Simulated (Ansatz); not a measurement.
# La on Ni(111): change of the work function, part 3 of 4

Aim: the work function of Ni(111) at several coverages of La (fcc site), and the dipole that each adsorbate carries.

Ansatz 0.2.0; plane-wave DFT, PBE, Ansatz PAW.

So far, work function, upper face (eV): step 2 (the clean slab) 5.07.

### Step 3. The covered slab, k-mesh 4×4×1, coverage 0.111 ML (continued)

Relaxation path:

| step | energy less that of the first step (eV) | largest force component (eV/Å) |
| --- | --- | --- |
| 1 | 0.0000 | 3.0046 |
| 2 | -0.6736 | 3.2810 |
| 3 | -1.3998 | 3.3042 |
| 4 | -2.0653 | 2.8014 |
| 5 | -2.5147 | 1.4063 |
| 6 | -2.6327 | 0.6506 |
| 7 | -2.7176 | 0.2019 |
| 8 | -2.6947 | 0.7140 |
| 9 | -2.7210 | 0.0172 |

Relaxation step 8 was tried and not accepted.

Forces are held to the 6 operations that the run works with; a distortion that breaks them can't arise in this run.

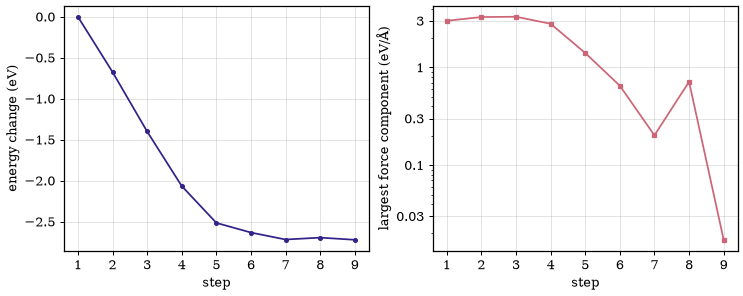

Energy and largest force along the relaxation.

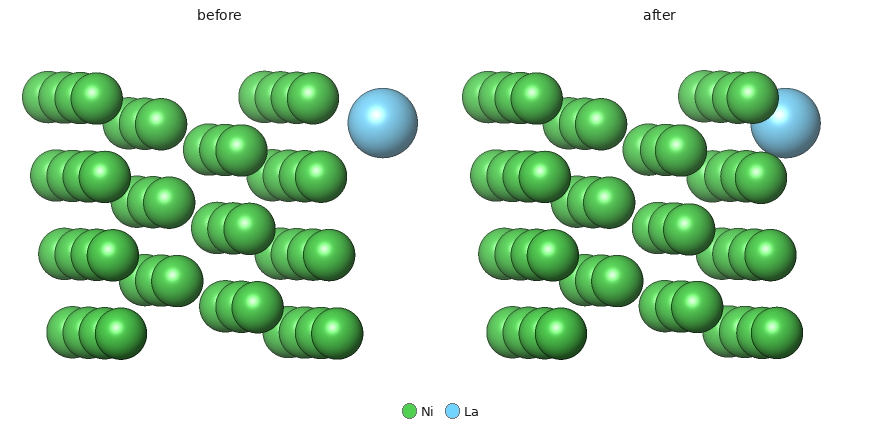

The structure before and after the relaxation, drawn at the same scale.

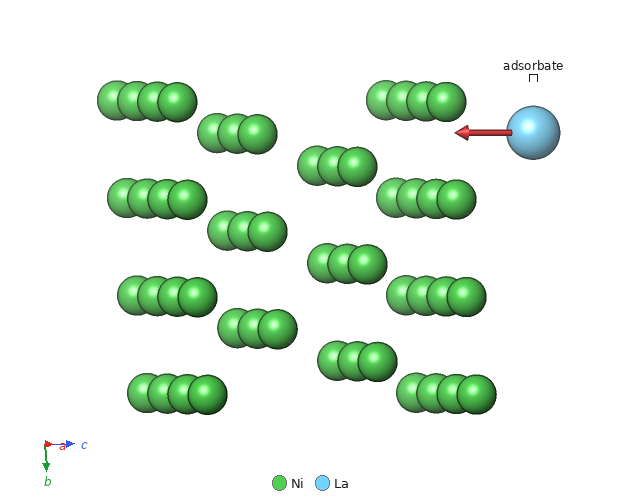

Displacements in the relaxation, exaggerated; the longest in the cell stands for 1.04 Å. Some periodic images of atoms are drawn too.

The atoms that moved most (Å):

| atom | dx | dy | dz | length |
| --- | --- | --- | --- | --- |
| La37 | 0.000 | 0.000 | -1.043 | 1.043 |
| Ni32 | -0.003 | 0.002 | 0.044 | 0.044 |
| Ni24 | 0.000 | -0.003 | 0.044 | 0.044 |
| Ni20 | 0.003 | 0.002 | 0.044 | 0.044 |
| Ni12 | -0.002 | 0.001 | 0.038 | 0.038 |
| Ni36 | 0.002 | 0.001 | 0.038 | 0.038 |
| Ni28 | 0.000 | -0.002 | 0.038 | 0.038 |
| Ni16 | 0.027 | -0.016 | -0.001 | 0.032 |

The relaxed structure:

```cif
data_structure
_symmetry_space_group_name_H-M 'P 1'
_symmetry_Int_Tables_number 1
_cell_length_a 7.4670
_cell_length_b 7.4670
_cell_length_c 27.1546
_cell_angle_alpha 90.000
_cell_angle_beta 90.000
_cell_angle_gamma 60.000
_cell_volume 1311.21
loop_
_atom_site_label
_atom_site_type_symbol
_atom_site_fract_x
_atom_site_fract_y
_atom_site_fract_z
_atom_site_occupancy
Ni1 Ni 0.00000 0.00000 0.33144 1
Ni2 Ni 0.11111 0.11111 0.40628 1
Ni3 Ni 0.22255 0.22255 0.48044 1
Ni4 Ni 0.99756 0.99756 0.55466 1
Ni5 Ni 0.00000 0.33333 0.33144 1
Ni6 Ni 0.11111 0.44444 0.40628 1
Ni7 Ni 0.22195 0.55569 0.48166 1
Ni8 Ni 0.99756 0.33821 0.55466 1
Ni9 Ni 0.00000 0.66667 0.33144 1
Ni10 Ni 0.11111 0.77778 0.40628 1
Ni11 Ni 0.22255 0.88824 0.48044 1
Ni12 Ni 0.99961 0.66686 0.55611 1
Ni13 Ni 0.33333 0.00000 0.33144 1
Ni14 Ni 0.44444 0.11111 0.40628 1
Ni15 Ni 0.55569 0.22195 0.48166 1
Ni16 Ni 0.33821 0.99756 0.55466 1
Ni17 Ni 0.33333 0.33333 0.33144 1
Ni18 Ni 0.44444 0.44444 0.40628 1
Ni19 Ni 0.55569 0.55569 0.48166 1
Ni20 Ni 0.33357 0.33357 0.55632 1
Ni21 Ni 0.33333 0.66667 0.33144 1
Ni22 Ni 0.44444 0.77778 0.40628 1
Ni23 Ni 0.55797 0.88768 0.48050 1
Ni24 Ni 0.33357 0.66620 0.55632 1
Ni25 Ni 0.66667 0.00000 0.33144 1
Ni26 Ni 0.77778 0.11111 0.40628 1
Ni27 Ni 0.88824 0.22255 0.48044 1
Ni28 Ni 0.66686 0.99961 0.55611 1
Ni29 Ni 0.66667 0.33333 0.33144 1
Ni30 Ni 0.77778 0.44444 0.40628 1
Ni31 Ni 0.88768 0.55797 0.48050 1
Ni32 Ni 0.66620 0.33357 0.55632 1
Ni33 Ni 0.66667 0.66667 0.33144 1
Ni34 Ni 0.77778 0.77778 0.40628 1
Ni35 Ni 0.88768 0.88768 0.48050 1
Ni36 Ni 0.66686 0.66686 0.55611 1
La37 La 0.11111 0.11111 0.63015 1
```

This step gave:

```
energy at zero smearing        : -216470.3705 eV
total moment                   : 21.54 μB
work function, upper face      : 2.404 eV
work function, lower face      : 5.075 eV
dipole along the normal        : 0.7127 e·Å
step between the vacuum levels : -2.671 eV
```

Running mean over 2.032 Å of the planar mean; the ramp of the sawtooth is left out. Table of electron's electrostatic potential energy less the Fermi level by z:

| z (Å) | electron's electrostatic potential energy less the Fermi level (eV) |
| --- | --- |
| 4 | 5.08 |
| 6 | 5.02 |
| 8 | -3.19 |
| 10 | -10.3 |
| 12 | -10.5 |
| 14 | -10.3 |
| 16 | -5.92 |
| 18 | 0.863 |
| 20 | 2.35 |
| 22 | 2.40 |
| 24 | 2.40 |

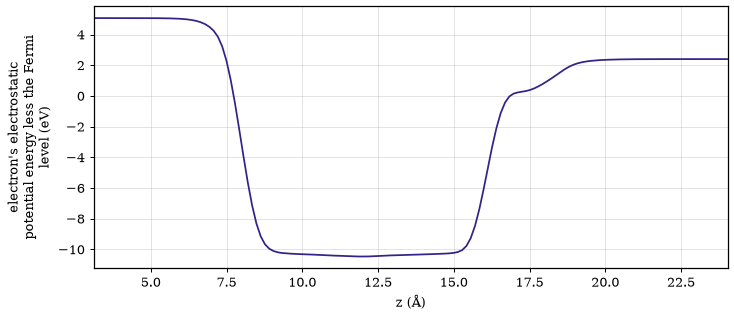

Electron's electrostatic potential energy less the Fermi level against z.

Site moment by element, in μB:

| element | atoms | mean | spread (r.m.s.) | least | largest |
| --- | --- | --- | --- | --- | --- |
| Ni | 36 | 0.643 | 0.123 | 0.259 | 0.729 |
| La | 1 | -0.054 | 0.000 | -0.054 | -0.054 |

The atoms farthest from the mean of their element:

| atom | x, y, z (Å) | site moment (μB) |
| --- | --- | --- |
| Ni8 | 1.24, 2.19, 15.06 | 0.259 |
| Ni4 | -0.03, -0.02, 15.06 | 0.259 |
| Ni16 | 2.52, -0.02, 15.06 | 0.259 |
| Ni34 | 8.71, 5.03, 11.03 | 0.729 |
| Ni18 | 4.98, 2.87, 11.03 | 0.715 |
| Ni2 | 1.24, 0.72, 11.03 | 0.712 |
| Ni22 | 6.22, 5.03, 11.03 | 0.711 |
| Ni6 | 2.49, 2.87, 11.03 | 0.711 |

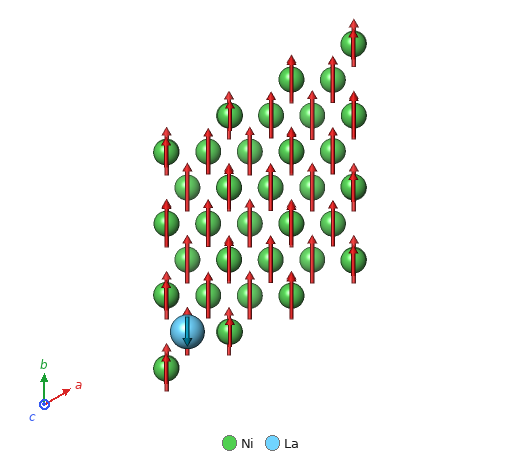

Site moment as arrows, the longest 0.729 μB. Up and down stand for the sign. Arrows give size and sign along the axis of quantisation, drawn up and down the page. Each arrow also spans its atom, so small moments look longer than they are. The two directions have two colours. Some periodic images of atoms are drawn too.

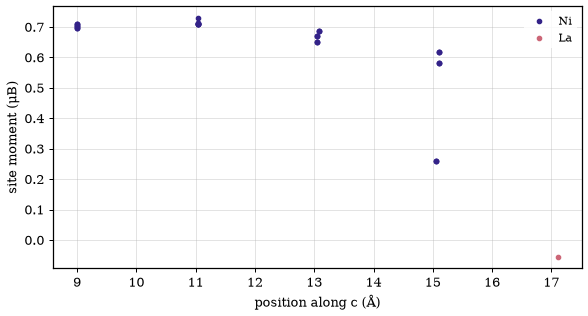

Site moment along the cell.

The relaxation took 9 steps and lowered the energy by 2.7 eV; the largest force on the free atoms ends at 0.017 eV/Å.

The covered face has 2.40 eV, -2.67 eV against the clean one; the bare back face has moved by -0.01 eV, a measure of how thin the slab is.

### Step 4. Adsorbate added, k-mesh 6×6×1, coverage 0.25 ML

System of this step: La/Ni(111). The cell holds 17 atoms: 16 Ni and 1 La. Its edges and angles: a = 4.978 Å, b = 4.978 Å, c = 27.155 Å, α = 90.0°, β = 90.0°, γ = 60.0°. Vacuum lies along c.

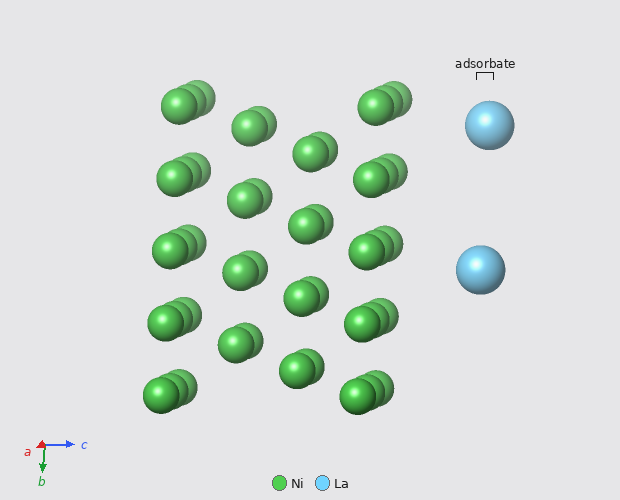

The cell of this step (nickel green, lanthanum blue). 1×2×1 cells are drawn. Some periodic images of atoms are drawn too.

Another coverage, to see how the dipoles act on each other as their distance changes.

input.yaml

```yaml
crystal:
  lattice:
    - [4.9780317395, 0.0, 0.0]
    - [2.4890158698, 4.3111019473, 0.0]
    - [0.0, 0.0, 27.1546097803]
  atoms:
    - { symbol: Ni, position: [0.0, 0.0, 0.3314354385], spin: 0.7 }
    - { symbol: Ni, position: [0.1666666667, 0.1666666667, 0.4062762468], spin: 0.72 }
    - { symbol: Ni, position: [0.3333333333, 0.3333333333, 0.4808681612], spin: 0.72 }
    - { symbol: Ni, position: [0.0, 0.0, 0.5547112021], spin: 0.7 }
    - { symbol: Ni, position: [0.0, 0.5, 0.3314354385], spin: 0.7 }
    - { symbol: Ni, position: [0.1666666667, 0.6666666667, 0.4062762468], spin: 0.72 }
    - { symbol: Ni, position: [0.3333333333, 0.8333333333, 0.4808681612], spin: 0.72 }
    - { symbol: Ni, position: [0.0, 0.5, 0.5547112021], spin: 0.7 }
    - { symbol: Ni, position: [0.5, 0.0, 0.3314354385], spin: 0.7 }
    - { symbol: Ni, position: [0.6666666667, 0.1666666667, 0.4062762468], spin: 0.72 }
    - { symbol: Ni, position: [0.8333333333, 0.3333333333, 0.4808681612], spin: 0.72 }
    - { symbol: Ni, position: [0.5, 0.0, 0.5547112021], spin: 0.7 }
    - { symbol: Ni, position: [0.5, 0.5, 0.3314354385], spin: 0.7 }
    - { symbol: Ni, position: [0.6666666667, 0.6666666667, 0.4062762468], spin: 0.72 }
    - { symbol: Ni, position: [0.8333333333, 0.8333333333, 0.4808681612], spin: 0.72 }
    - { symbol: Ni, position: [0.5, 0.5, 0.5547112021], spin: 0.7 }
    - { symbol: La, position: [0.1666666667, 0.1666666667, 0.6685645615] }
magnetization:
  spin_polarized: true
kpoints:
  mp_grid: { grid: [6, 6, 1] }
hamiltonian:
  xc: pbe
scf:
  occupations: { method: fermi_dirac, width: 0.1 }
  convergence: { dr2_threshold: 1.0e-08 }
efield:
  axis: 3
  dipole_correction: true
  ramp_position: 0.97
  ramp_width: 0.06
relax:
  f_tol: 0.02
  max_steps: 60
  constraints: [{ sites: [0, 1, 4, 5, 8, 9, 12, 13] }]
output:
  dos: { projected: true, e_range: [-8, 4] }
  write_potential: true
  write_density: true
  volumetric_format: npy
  elf: true
```

Command:

```console
> ansatz run input.yaml --threads 4 --pin off --max-ram 16384MiB --backend cpu --events-out ev --progress --plain --runs-dir out
```

Numbers of over 12 decimals in the logs are rounded to 6 here.

The log of the run:

```text
La: projections on atomic orbitals take those of the free atom [Kr 4d10] 4f0 5s2 5p6 5d1 6s2, of charge +0.00 (hamiltonian.pseudopotentials.projection_atoms); the dataset's partial waves leave at most 1.9e-5 of an orbital's norm unspanned inside its sphere
[...]
Crystal: 17 atoms, lattice volume = 582.760 Å³
Basis set: ecut = 420 eV, 11389 PW (Γ), exchange–correlation on 72×72×384 points (8 copies of the dense FFT grid, shifted against one another)
Bands: 187, of which v1, the nominal top of the filled ones, is band 150 counted from 1 (149 counted from 0)
Symmetry: 6 space group operations
k-points: 7 of 36 (time reversal used)
[...]
Starting moments: Σ|m| = 11.36 μB on 16 of 17 sites
[...]
SCF iter   1: F=—  HF=-99667.348137 eV  |F-HF|=—  |Δ(HF+E_count)|=         —  Δρ=1.90e-2 (↑1.31e-2 ↓1.90e-2)  dr2=8.31e1  dr2_m=5.17e-1  M=11.198 μB ∫|m|=11.851 μB  β_m=1.00  ethr=3.10e-3  p=0.000 e·Å  D=2.24e-6 V/Å  ΔV_dip=-0.00 eV  dr2_dipole=2.81e1  V_vac-E_F(+/−)=6.90/6.90 eV  ⟨swp⟩=8.1  Hψ=12138  notcnv=0  defer=113
[...]
SCF iter  34: F=-99680.851964 eV  HF=-99680.851964 eV  |F-HF|=6.11e-10  |Δ(HF+E_count)|=   1.10e-8  Δρ=2.62e-7 (↑2.62e-7 ↓2.38e-7)  dr2=1.70e-9  dr2_m=2.72e-10  M=9.793 μB ∫|m|=11.878 μB  ethr=3.27e-12  p=0.257 e·Å  D=8.00e-2 V/Å  ΔV_dip=-2.17 eV  dr2_dipole=6.15e-10  V_vac-E_F(+/−)=2.90/5.07 eV  ⟨swp⟩=13.8  Hψ=19760  notcnv=0
SCF 1 converged in 34 iterations: F = -99680.851964 eV  dr2 = 1.70e-9
[...]
relax step   1: F+E_penalty+E_count = -99680.85196448 eV  Δ(F+E_penalty+E_count) = +0.000e0 eV  max|allowed force component| = 2.117e0 eV/Å  Δτ_max = 0.0000 Å  (34 SCF iters, accepted)
[...]
SCF iter  18: F=-99681.327590 eV  HF=-99681.327590 eV  |F-HF|=1.51e-9  |Δ(HF+E_count)|=   4.95e-9  Δρ=3.27e-7 (↑1.26e-7 ↓3.27e-7)  dr2=4.78e-9  dr2_m=1.28e-10  M=9.580 μB ∫|m|=11.643 μB  ethr=1.97e-12  p=0.258 e·Å  D=8.01e-2 V/Å  ΔV_dip=-2.17 eV  dr2_dipole=6.84e-10  V_vac-E_F(+/−)=2.90/5.07 eV  ⟨swp⟩=10.9  Hψ=18127  notcnv=0
SCF 2 converged in 18 iterations: F = -99681.327590 eV  dr2 = 4.78e-9
[...]
relax step   2: F+E_penalty+E_count = -99681.32759030 eV  Δ(F+E_penalty+E_count) = -4.756e-1 eV  max|allowed force component| = 2.283e0 eV/Å  Δτ_max = 0.1949 Å  (18 SCF iters, accepted)
SCF iter   1: F=—  HF=-99681.900779 eV  |F-HF|=—  |Δ(HF+E_count)|=         —  Δρ=4.37e-3 (↑3.15e-3 ↓4.37e-3)  dr2=4.05e-1  dr2_m=5.69e-2  M=9.381 μB ∫|m|=11.368 μB  β_m=1.00  ethr=1.01e-3  p=0.258 e·Å  D=8.01e-2 V/Å  ΔV_dip=-2.17 eV  dr2_dipole=6.91e-7  V_vac-E_F(+/−)=2.91/5.08 eV  ⟨swp⟩=5.4  Hψ=6372  notcnv=0  defer=101
[...]
SCF iter  17: F=-99681.851605 eV  HF=-99681.851605 eV  |F-HF|=2.02e-9  |Δ(HF+E_count)|=   4.92e-9  Δρ=7.46e-7 (↑3.02e-7 ↓7.46e-7)  dr2=6.62e-9  dr2_m=5.81e-10  M=9.320 μB ∫|m|=11.247 μB  ethr=3.34e-12  p=0.263 e·Å  D=8.18e-2 V/Å  ΔV_dip=-2.22 eV  dr2_dipole=5.50e-11  V_vac-E_F(+/−)=2.85/5.07 eV  ⟨swp⟩=10.9  Hψ=18222  notcnv=0
SCF 3 converged in 17 iterations: F = -99681.851605 eV  dr2 = 6.62e-9
relax step   3: F+E_penalty+E_count = -99681.85160525 eV  Δ(F+E_penalty+E_count) = -5.240e-1 eV  max|allowed force component| = 2.307e0 eV/Å  Δτ_max = 0.1939 Å  (17 SCF iters, accepted)
[...]
relax step   4: F+E_penalty+E_count = -99682.32927337 eV  Δ(F+E_penalty+E_count) = -4.777e-1 eV  max|allowed force component| = 1.961e0 eV/Å  Δτ_max = 0.1935 Å  (18 SCF iters, accepted)
[...]
relax step   5: F+E_penalty+E_count = -99682.65353417 eV  Δ(F+E_penalty+E_count) = -3.243e-1 eV  max|allowed force component| = 9.824e-1 eV/Å  Δτ_max = 0.1956 Å  (16 SCF iters, accepted)
[...]
relax step   6: F+E_penalty+E_count = -99682.73933385 eV  Δ(F+E_penalty+E_count) = -8.580e-2 eV  max|allowed force component| = 4.041e-1 eV/Å  Δτ_max = 0.2000 Å  (16 SCF iters, accepted)
[...]
relax step   7: F+E_penalty+E_count = -99682.77566501 eV  Δ(F+E_penalty+E_count) = -3.633e-2 eV  max|allowed force component| = 2.728e-1 eV/Å  Δτ_max = 0.0463 Å  (15 SCF iters, accepted)
[...]
relax step   8: F+E_penalty+E_count = -99682.78012110 eV  Δ(F+E_penalty+E_count) = -4.456e-3 eV  max|allowed force component| = 2.276e-2 eV/Å  Δτ_max = 0.0323 Å  (16 SCF iters, accepted)
SCF iter   1: F=—  HF=-99682.780200 eV  |F-HF|=—  |Δ(HF+E_count)|=         —  Δρ=2.41e-4 (↑1.83e-4 ↓2.41e-4)  dr2=3.50e-4  dr2_m=1.15e-4  M=8.418 μB ∫|m|=9.968 μB  β_m=1.00  ethr=2.57e-6  p=0.313 e·Å  D=9.71e-2 V/Å  ΔV_dip=-2.64 eV  dr2_dipole=1.64e-5  V_vac-E_F(+/−)=2.43/5.07 eV  ⟨swp⟩=2.1  Hψ=4744  notcnv=0  defer=111
[...]
SCF iter  12: F=-99682.780273 eV  HF=-99682.780273 eV  |F-HF|=1.63e-9  |Δ(HF+E_count)|=   1.40e-9  Δρ=5.72e-7 (↑2.70e-7 ↓5.72e-7)  dr2=3.41e-9  dr2_m=2.47e-10  M=8.415 μB ∫|m|=9.963 μB  ethr=1.20e-12  p=0.312 e·Å  D=9.70e-2 V/Å  ΔV_dip=-2.63 eV  dr2_dipole=3.58e-11  V_vac-E_F(+/−)=2.44/5.07 eV  ⟨swp⟩=9.3  Hψ=17983  notcnv=0
SCF 9 converged in 12 iterations: F = -99682.780273 eV  dr2 = 3.41e-9
relax step   9: F+E_penalty+E_count = -99682.78027263 eV  Δ(F+E_penalty+E_count) = -1.515e-4 eV  max|allowed force component| = 3.396e-3 eV/Å  Δτ_max = 0.0084 Å  (12 SCF iters, accepted)
[...]
SCF converged after 12 iterations
Magnetization: 8.4148 μB (153.7074 up, 145.2926 down)
Absolute magnetization: 9.9735 μB (∫|ρ↑−ρ↓|, with the PAW one-centre terms)
[...]
Per-site moments (μB) at R_I (Å): [(0.710664, 1.026719), (0.713136, 1.026719), (0.613831, 1.020780), (0.196675, 1.004145), (0.710664, 1.026719), (0.718024, 1.007718), (0.613831, 1.020780), (0.196675, 1.004145), (0.710664, 1.026719), (0.718024, 1.007718), (0.613831, 1.020780), (0.196675, 1.004145), (0.705541, 1.026719), (0.718024, 1.007718), (0.608874, 1.007718), (0.346853, 1.028146), (-0.032908, 1.047131)]
Free energy (F): -99682.780273 eV
[...]
Internal energy: -99681.861761 eV  (E = F + TS)
E sigma→0 (E₀):  -99682.321017 eV
Entropy (-TS):   -0.918511 eV (-54.030 meV/atom)
Fermi energy:    3.853949 eV
Dipole field:    D = 0.097026 V/Å  (p = 0.312475 e·Å, saw-weighted, corrected)
Work function:   Φ+ = 2.4354 eV   Φ− = 5.0701 eV
[...]
--- Forces (eV/Å), atoms counted from 1 ---
  atom   1  Ni     0.00366426     0.00211556     0.15017505
  atom   2  Ni    -0.00000000    -0.00000000    -0.03227278
  atom   3  Ni     0.00247696     0.00143007    -0.00200520
  atom   4  Ni     0.00294131     0.00169817     0.00084644
  atom   5  Ni    -0.00000000    -0.00423112     0.15017505
  atom   6  Ni     0.05918111    -0.03416823    -0.20136664
  atom   7  Ni    -0.00000000    -0.00286015    -0.00200520
  atom   8  Ni    -0.00000000    -0.00339634     0.00084644
  atom   9  Ni    -0.00366426     0.00211556     0.15017505
  atom  10  Ni     0.00000000     0.06833646    -0.20136664
  atom  11  Ni    -0.00247696     0.00143007    -0.00200520
  atom  12  Ni    -0.00294131     0.00169817     0.00084644
  atom  13  Ni     0.00000000    -0.00000000     0.18449826
  atom  14  Ni    -0.05918111    -0.03416823    -0.20136664
  atom  15  Ni     0.00000000     0.00000000     0.00139744
  atom  16  Ni    -0.00000000    -0.00000000     0.00216875
  atom  17  La     0.00000000    -0.00000000     0.00125235
  max |Σ_I F_I| component: 7.05e-6 eV/Å
--- Band table (eV; the first three rows and the last of 14) ---
  k-point 0 ↑: bands = [... 146 lower, 3.4463, 3.4463, 3.4476, 3.6387, 3.6487, 3.6660, 3.6660, 3.9932, ... 33 higher]
  k-point 1 ↑: bands = [... 146 lower, 3.3198, 3.3460, 3.3549, 3.4085, 3.4442, 3.4866, 3.5523, 4.0691, ... 33 higher]
  k-point 2 ↑: bands = [... 146 lower, 3.2014, 3.2380, 3.2751, 3.3037, 3.3360, 3.3382, 3.3808, 3.9357, ... 33 higher]
  k-point 6 ↓: bands = [... 146 lower, 3.8353, 3.8489, 3.8754, 3.8816, 3.8933, 3.9098, 3.9189, 3.9470, ... 33 higher]
--- Relaxed structure (9 steps of the walk, 9 accepted, 0 SCFs on fresh bases) ---
  F+E_penalty+E_count = -99682.78027263 eV   max|allowed force component| = 3.396e-3 eV/Å
  atoms:
    - { symbol: Ni, position: [-1.7959490104491818e-17, -1.7959490104491818e-17, 0.3314354385] }
    - { symbol: Ni, position: [0.166667, 0.166667, 0.406276] }
    - { symbol: Ni, position: [0.334297, 0.334297, 0.481437] }
    - { symbol: Ni, position: [-0.00366438, -0.00366438, 0.555652] }
    - { symbol: Ni, position: [0.0, 0.500000, 0.3314354385] }
    - { symbol: Ni, position: [0.166667, 0.666667, 0.406276] }
    - { symbol: Ni, position: [0.334297, 0.831405, 0.481437] }
    - { symbol: Ni, position: [-0.00366438, 0.507329, 0.555652] }
    - { symbol: Ni, position: [0.500000, -1.7959490104491818e-17, 0.3314354385] }
    - { symbol: Ni, position: [0.666667, 0.166667, 0.406276] }
    - { symbol: Ni, position: [0.831405, 0.334297, 0.481437] }
    - { symbol: Ni, position: [0.507329, -0.00366438, 0.555652] }
    - { symbol: Ni, position: [0.500000, 0.500000, 0.3314354385] }
    - { symbol: Ni, position: [0.666667, 0.666667, 0.406276] }
    - { symbol: Ni, position: [0.833333, 0.833333, 0.479030] }
    - { symbol: Ni, position: [0.500000, 0.500000, 0.560344] }
    - { symbol: La, position: [0.166667, 0.166667, 0.631902] }
```

It took 17 min on 4 threads of Arm Neoverse V1, shared host; peak memory 3.2 GiB.

[end of part 3 of 4]

[Logs are printed without paths, hosts, clocks, repeated set-up lines and the standing remarks that a program may print on its own settings, such as how far it seeks lower states.]

[Hosts, paths, dates, database ids (printed as entryN), source tags and the programs' standing remarks are cut or masked in the printed files.]

[Maps of the electrostatic potential energy from Ansatz leave out the sawtooth potential of an applied field or a dipole correction, so their vacuum need not be flat; planar profiles and work functions include it.]
